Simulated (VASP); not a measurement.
Band structure of CsH (space group Pm-3m). Computed with r2SCAN meta-GGA, VASP's PBE PAW potentials (set 64) (plane waves; VASP).

Unless said otherwise, spin-orbit coupling is left out, though it shifts the bands of the heavy elements here.

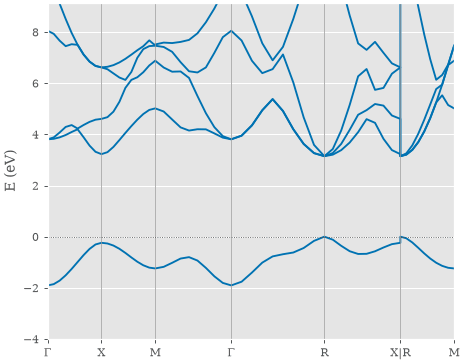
Figure: Bands along high-symmetry lines, zero at the valence-band maximum or, without a gap, the Fermi level

### Question
Read the plot: is there a gap, and where are the band edges?

### Answer
The gap is direct, 3.15 eV, from the valence maximum at R to the conduction minimum at R.

The structure comes from a computed database's CsH entry (Pm-3m); how it stands against other phases isn't given here. It was relaxed first.
